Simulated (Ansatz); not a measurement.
# CH3ClGa (charge −1): what the fields show

```xyz
6

C    -0.3674   -0.7893   -0.8938
Ga   -0.4581    0.7756    0.5022
Cl    1.0174   -1.0767   -2.0853
H    -0.4485   -1.7390   -0.3517
H    -1.2562   -0.7306   -1.5334
H     1.0015    1.5384    0.1479
```

Geometry: PBE0-D4/def2-TZVPD.

Method: RKS PBE0-D4/def2-TZVPPD in Ansatz.

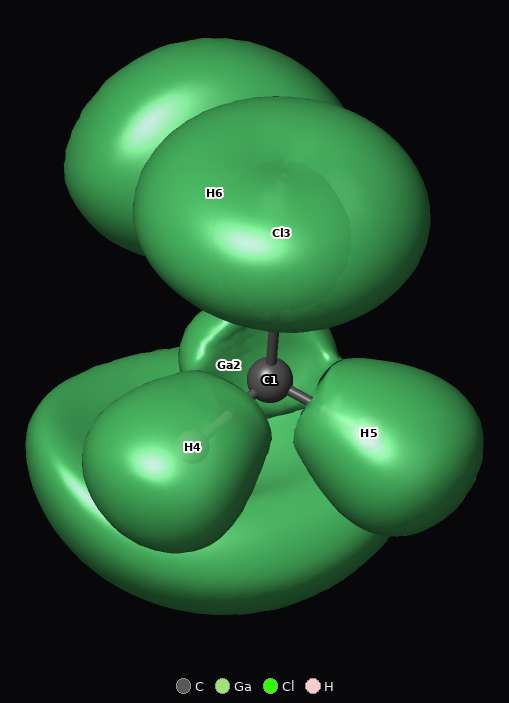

Figure 1. Isosurface of the ELF at 0.75 (green), seen at an oblique angle. Only the valence region is drawn (cores and ρ < 0.01 e/Å³ removed).

**Describe the localisation domains.**

The surface consists of one region around a hydrogen nucleus, one region on Cl in which the atom's valence shell and bonds are merged, one lobe on Ga, pointing away from the bonds (lone pairs) and one joined region spread over several atoms (C, H), in which their bonds and any lone pairs are merged. Profiles from the grid: C–Cl (1.85 Å): the ELF peaks at about 0.85 between the atoms: a covalent bond. C–Ga (2.10 Å): the ELF peaks at about 0.95 in the valence shell of C, 0.7 Å from its nucleus, and is about 0.55 at the midpoint.

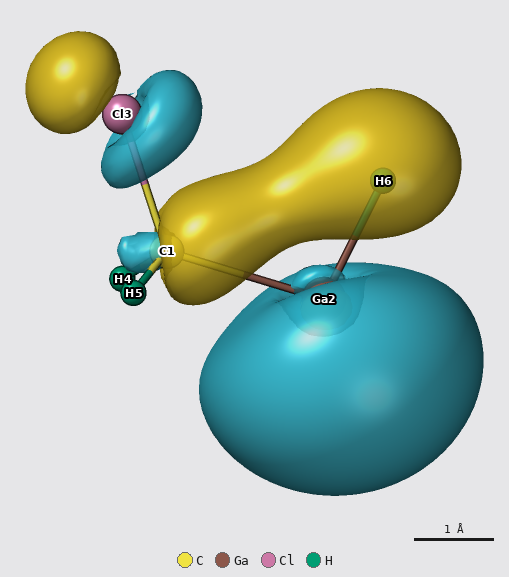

Figure 2. The HOMO at ±0.08 Å⁻³ᐟ² (yellow and cyan are the two phases), seen across its widest extent.

**Describe this orbital and give its energy.**

By Hirshfeld shares it lies mainly on Ga2 (about 70 %), H6 (about 10 %), C1 (about 10 %) and Cl3 (about 5 %). Its energy is −0.03 eV.

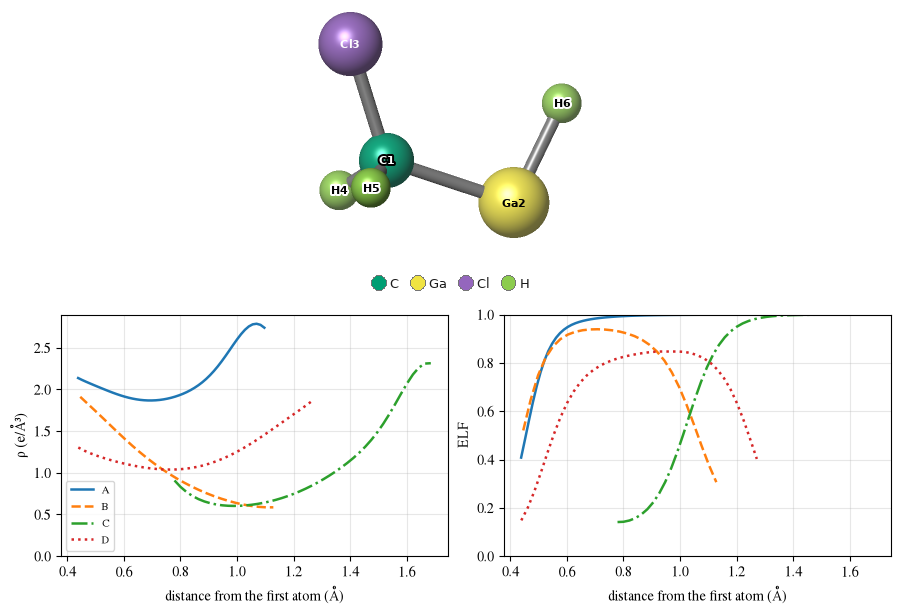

Figure 3. Electron density and electron localisation function along straight lines between neighbouring atoms. The curves leave out the atomic cores. The structure is drawn too.

**Which curve belongs to which contact (C–Cl, C–Ga, C–H and Ga–H)? The first atom named is at distance zero.**

Curve A: C–H (1.10 Å): ρ at the midpoint is about 2 e/Å³; the ELF climbs to about 1 towards the hydrogen, as it does in any bond to H (an ordinary covalent bond to hydrogen). Curve B: C–Ga (2.10 Å): ρ at the midpoint is about 0.6 e/Å³; the ELF peaks at about 0.95 in the valence shell of C, 0.7 Å from its nucleus, and is about 0.55 at the midpoint. Curve C: Ga–H (1.68 Å): ρ at the midpoint is about 0.72 e/Å³; the ELF climbs to about 1 towards the hydrogen. Curve D: C–Cl (1.85 Å): the density is about 1.1 e/Å³ at the midpoint; the ELF peaks at about 0.85 between the atoms: a covalent bond.
